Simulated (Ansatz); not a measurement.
H5NSi···HF

The calculation's input:

```
crystal:
  periodic: [false, false, false]
  atoms:
    - { symbol: Si, position_ang: [0.0, 0.0, 0.0] }
    - { symbol: F, position_ang: [0.0, 0.0, 1.94] }
    - { symbol: H, position_ang: [1.3768, 0.0, -0.4862] }
    - { symbol: H, position_ang: [-0.6877, 1.1914, -0.4862] }
    - { symbol: H, position_ang: [-0.6877, -1.1914, -0.4862] }
    - { symbol: "N", position_ang: [-2.0118, 0.0, 0.6685] }
    - { symbol: H, position_ang: [-2.7319, -0.6071, 0.1822] }
    - { symbol: H, position_ang: [-2.2977, 0.6071, 1.489] }
    - { symbol: H, position_ang: [-1.1911, 0.0, 1.7191] }
basis:
  gaussian: { orbitals: "6-31G*" }
hamiltonian:
  xc: cam_b3lyp
  dispersion: d4
relax:
  f_tol: 0.15
  max_steps: 25
  restrain:
    - { distance: [0, 5], at: 1.82, k: 30.0 }
    - { distance: [8, 1], at: 0.92, k: 30.0 }
    - { distance: [0, 1], at: 2.79, k: 30.0 }
    - { distance: [8, 5], at: 2.26, k: 30.0 }
output:
  orbitals: {}
```

Launched as:

```sh
ansatz run input.yaml --threads 1 --pin off --max-ram 2048MiB --backend cpu --events-out ev --progress --plain --runs-dir out
```

The fields are those of the run's last geometry, not of the input's.

Not at a stationary point (largest force 0.9 eV/Å).

Method: RKS CAM-B3LYP-D4/6-31G* (Ansatz 0.2.0).

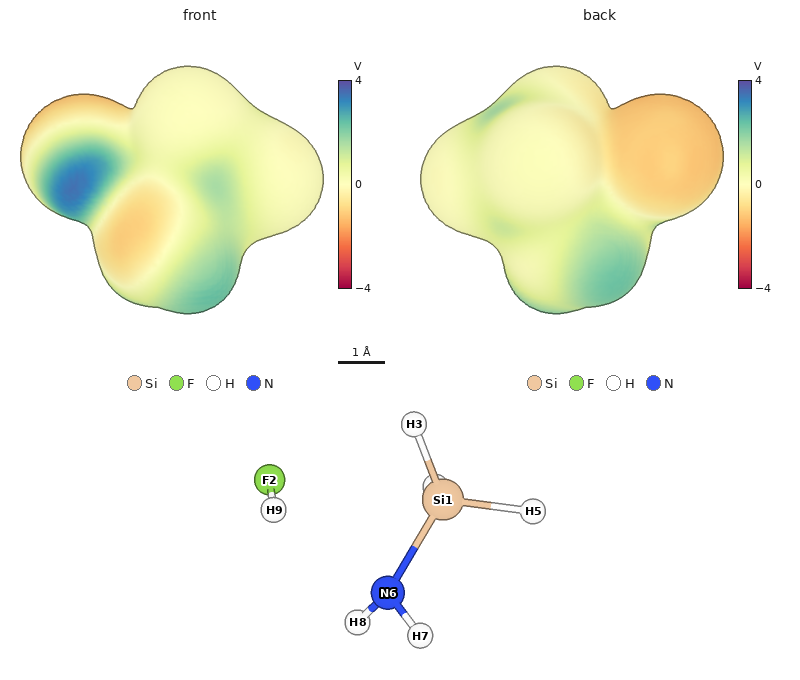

Figure 1. The electrostatic potential painted on the density surface at 0.004 e/bohr³, seen from the front and from behind; red is negative and blue positive. The bare structure is drawn below in the same view.

Which sites attract a positive test charge, and which a negative one?

Answer. A positive charge is drawn to the negative regions and a negative charge to the positive ones. The most negative region (about −1.3 V) lies over F2, the most positive (about +3.4 V) over H9.

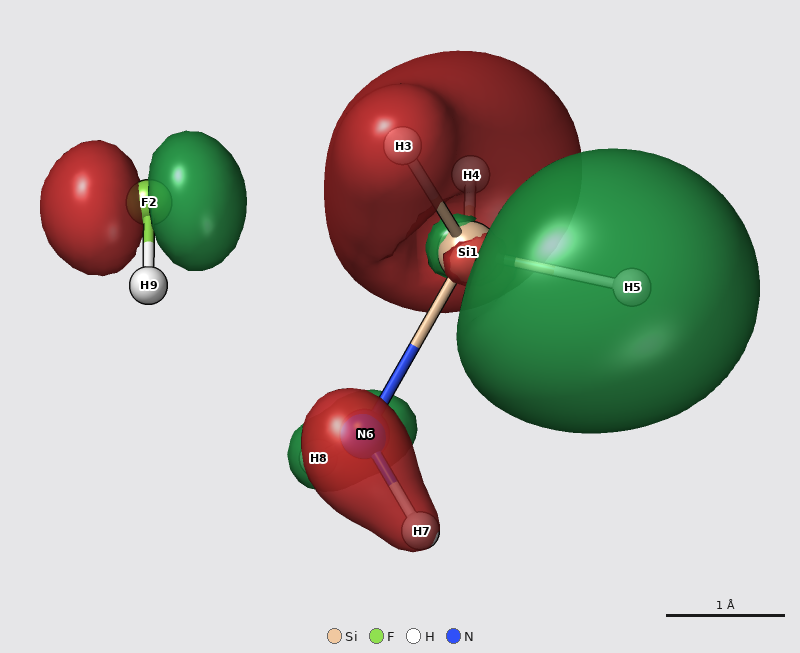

Figure 2. The HOMO−1 at ±0.1 Å⁻³ᐟ² (green and red are the two phases), seen across its widest extent.

What is the character of this orbital?

Answer. Its weight (Hirshfeld) is mainly on Si1 (about 35 %), H5 (about 30 %), H4 (about 20 %) and F2 (about 5 %). Its energy is −10.71 eV.

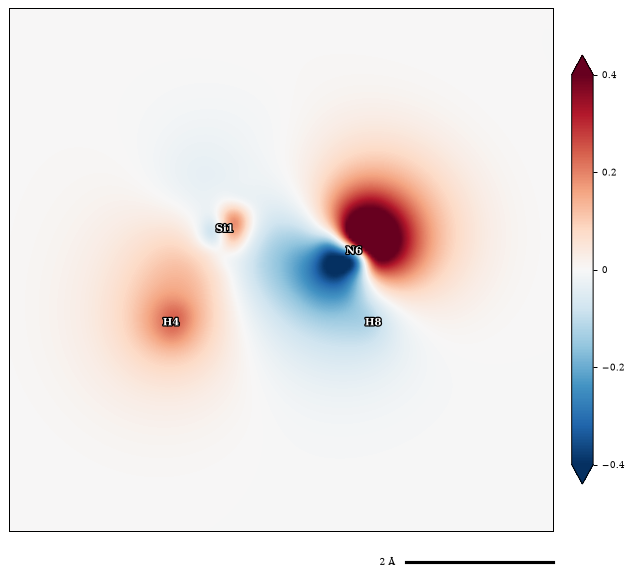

Figure 3. The HOMO on the plane of atoms H4, Si1 and N6 (values in Å⁻³ᐟ²; the overall sign is arbitrary).

What is the character of this orbital?

Answer. By Hirshfeld shares it lies mainly on N6 (about 65 %). Its energy is −8.77 eV.
